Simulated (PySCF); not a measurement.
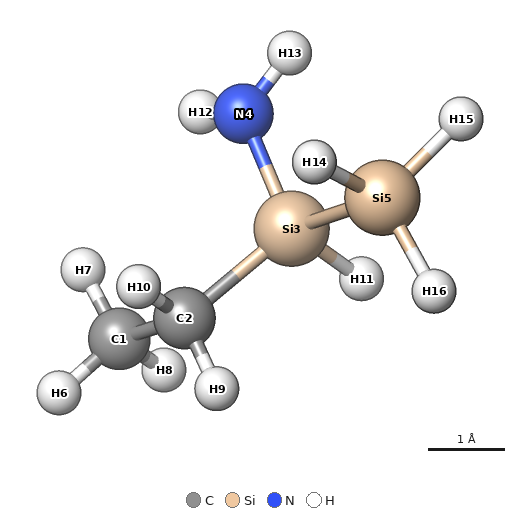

Fig. 1: The structure (ball-and-stick view, seen at a tilt; atoms are numbered from 1 in the order of the input). Bond lengths as drawn: C–C 1.53 Å, C–H 1.10 Å, C–Si 1.89 Å, H–N 1.01 to 1.02 Å, H–Si 1.50 to 1.51 Å, N–Si 1.74 Å and Si–Si 2.35 Å.

**What a change does: NMR shielding calculation on C$_{2}$H$_{11}$NSi$_{2}$**

System: C$_{2}$H$_{11}$NSi$_{2}$.
Method of the first run: GIAO PBE0/pcSseg-1 NMR shielding, non-relativistic, IEF-PCM benzene (PySCF 2.14.0).

The geometry comes from this level: PBE0-D3(BJ)/def2-SVP. Text and figures count atoms from 1; the logs count them from 0 in places.

The input, the first run:
```
{"job": {"kind": "nmr", "xc": "PBE0", "basis": "pcSseg-1", "solvent": "benzene", "pop": true}, "charge": 0, "multiplicity": 1}
C     -1.995956    -1.208428     0.486242
C     -0.513078    -0.928103     0.718848
Si     0.274503     0.181949    -0.585896
N     -0.542204     1.721033    -0.593313
Si     2.525383     0.610669    -0.082380
H     -2.410900    -1.880738     1.254154
H     -2.591467    -0.281650     0.517316
H     -2.171563    -1.681482    -0.493481
H      0.058796    -1.872372     0.742056
H     -0.360808    -0.449408     1.701350
H      0.227795    -0.563417    -1.897543
H     -1.540451     1.740071    -0.778780
H     -0.095902     2.498360    -1.068622
H      2.667042     1.168340     1.300202
H      3.114162     1.600780    -1.041191
H      3.334525    -0.647233    -0.164698
```

The first line tells a small driver script what to run in PySCF; the rest is the geometry in Å.

Launched with:
```bash
OMP_NUM_THREADS=1 python <driver script> task.json out
```

Hardware: 1 CPU thread, shared host.

Output (the first run):
```
coarse grid: 13304 points
cycle   1  E = -716.0653252510  dE =  1.113e-03  |g| = 4.863e-01  |ddm| = 3.361e+00
cycle   2  E = -716.0278415858  dE =  3.748e-02  |g| = 6.334e-01  |ddm| = 1.001e+00
cycle   3  E = -716.1205110123  dE = -9.267e-02  |g| = 4.436e-02  |ddm| = 6.295e-01
cycle   4  E = -716.1208397656  dE = -3.288e-04  |g| = 2.361e-02  |ddm| = 6.232e-02
cycle   5  E = -716.1209700378  dE = -1.303e-04  |g| = 4.405e-03  |ddm| = 2.295e-02
cycle   6  E = -716.1209747201  dE = -4.682e-06  |g| = 7.566e-04  |ddm| = 4.801e-03
final grid: 116352 points
cycle   7  E = -716.1464113941  dE = -1.738e-05  |g| = 7.606e-03  |ddm| = 1.787e-02
cycle   8  E = -716.1464016720  dE =  9.722e-06  |g| = 1.004e-02  |ddm| = 1.519e-02
cycle   9  E = -716.1464249694  dE = -2.330e-05  |g| = 5.252e-04  |ddm| = 8.520e-03
cycle  10  E = -716.1464250166  dE = -4.722e-08  |g| = 2.221e-04  |ddm| = 6.448e-04
cycle  11  E = -716.1464250277  dE = -1.111e-08  |g| = 3.608e-05  |ddm| = 2.007e-04
cycle  12  E = -716.1464250280  dE = -2.943e-10  |g| = 1.046e-05  |ddm| = 4.898e-05
converged SCF energy = -716.1464250280

GIAO shielding tensors (ppm)
atom      isotropic    diamagn.    paramagn.     s11        s22        s33       span
  0 C      174.305     245.486     -71.181    163.549    172.638    186.728     23.178
  1 C      174.197     254.827     -80.631    166.596    175.392    180.602     14.007
  2 Si     373.240     880.762    -507.522    337.363    360.470    421.887     84.524
  3 N      258.409     317.972     -59.563    233.828    257.448    283.953     50.125
  4 Si     460.043     880.593    -420.550    452.644    455.913    471.572     18.928
  5 H       29.778      27.658       2.120     24.474     27.238     37.623     13.148
  6 H       30.172      29.960       0.212     25.188     29.580     35.749     10.561
  7 H       30.297      29.275       1.022     25.976     28.266     36.649     10.674
  8 H       30.777      32.172      -1.396     25.342     29.949     37.038     11.696
  9 H       30.397      32.641      -2.243     25.566     29.620     36.007     10.441
 10 H       26.282      30.278      -3.997     23.612     24.188     31.044      7.432
 11 H       30.860      31.352      -0.491     22.365     28.276     41.940     19.575
 12 H       31.038      30.553       0.485     23.033     27.522     42.559     19.526
 13 H       27.923      29.253      -1.330     24.782     26.110     32.877      8.095
 14 H       27.888      28.887      -0.999     24.676     25.810     33.178      8.502
 15 H       28.003      29.064      -1.061     24.822     25.919     33.268      8.446
```

For the second run the input was changed thus:
```diff
-"solvent": "benzene"
-"pop": true
+"solvent": "chloroform"
+"pop": false
```

Predict how the results change.

The total energy of the second run is 0.9 kcal/mol lower: the change of the electrostatic solvation energy at this fixed geometry, without cavity or dispersion terms. The dipole moment goes from 1.58 to 1.67 D. Of all shieldings, the largest change is that of N4, by +0.4 ppm. The number of SCF iterations is the same.

Output (the second run):
```
coarse grid: 13304 points
cycle   1  E = -716.0674298494  dE = -8.610e-04  |g| = 4.837e-01  |ddm| = 3.360e+00
cycle   2  E = -716.0316304382  dE =  3.580e-02  |g| = 6.263e-01  |ddm| = 9.959e-01
cycle   3  E = -716.1220464426  dE = -9.042e-02  |g| = 4.323e-02  |ddm| = 6.157e-01
cycle   4  E = -716.1223433508  dE = -2.969e-04  |g| = 2.354e-02  |ddm| = 5.895e-02
cycle   5  E = -716.1224731140  dE = -1.298e-04  |g| = 4.140e-03  |ddm| = 2.251e-02
cycle   6  E = -716.1224772197  dE = -4.106e-06  |g| = 7.258e-04  |ddm| = 4.568e-03
final grid: 116352 points
cycle   7  E = -716.1479020494  dE = -1.751e-05  |g| = 7.578e-03  |ddm| = 1.787e-02
cycle   8  E = -716.1478927485  dE =  9.301e-06  |g| = 9.941e-03  |ddm| = 1.507e-02
cycle   9  E = -716.1479155202  dE = -2.277e-05  |g| = 5.218e-04  |ddm| = 8.334e-03
cycle  10  E = -716.1479155662  dE = -4.609e-08  |g| = 2.199e-04  |ddm| = 6.316e-04
cycle  11  E = -716.1479155771  dE = -1.088e-08  |g| = 3.563e-05  |ddm| = 1.963e-04
cycle  12  E = -716.1479155774  dE = -2.793e-10  |g| = 1.021e-05  |ddm| = 4.912e-05
converged SCF energy = -716.1479155774

GIAO shielding tensors (ppm)
atom      isotropic    diamagn.    paramagn.     s11        s22        s33       span
  0 C      174.498     245.535     -71.037    163.747    172.846    186.900     23.153
  1 C      174.235     254.849     -80.614    166.687    175.523    180.494     13.806
  2 Si     373.111     880.753    -507.642    336.907    360.346    422.080     85.173
  3 N      258.836     318.260     -59.424    234.403    258.277    283.829     49.427
  4 Si     459.975     880.612    -420.637    452.771    455.585    471.568     18.797
  5 H       29.788      27.657       2.131     24.480     27.246     37.637     13.157
  6 H       30.132      29.921       0.210     25.131     29.538     35.726     10.596
  7 H       30.292      29.270       1.022     25.952     28.263     36.661     10.709
  8 H       30.740      32.140      -1.400     25.299     29.907     37.013     11.713
  9 H       30.403      32.641      -2.239     25.565     29.625     36.018     10.453
 10 H       26.318      30.340      -4.021     23.652     24.224     31.079      7.427
 11 H       30.714      31.249      -0.535     22.225     28.026     41.890     19.665
 12 H       30.903      30.443       0.460     22.885     27.298     42.527     19.643
 13 H       27.952      29.301      -1.350     24.827     26.145     32.883      8.055
 14 H       27.890      28.911      -1.021     24.682     25.810     33.177      8.495
 15 H       28.020      29.105      -1.085     24.848     25.939     33.272      8.424
```

The two runs side by side:

```tsv
quantity	the first run	the second run
outcome	converged	converged
total energy (hartree)	−716.146425	−716.147916
HOMO (eV)	−7.19	−7.18
LUMO (eV)	0.37	0.40
dipole moment (D)	1.58	1.67
shielding of C1 (ppm)	174.3	174.5
shielding of Si3 (ppm)	373.2	373.1
shielding of N4 (ppm)	258.4	258.8
shielding of Si5 (ppm)	460.0	460.0
shielding of H7 (ppm)	30.2	30.1
shielding of H12 (ppm)	30.9	30.7
shielding of H13 (ppm)	31.0	30.9
SCF iterations	12	12
basis functions	154	154
wall time (shared host)	31 s	28 s
```
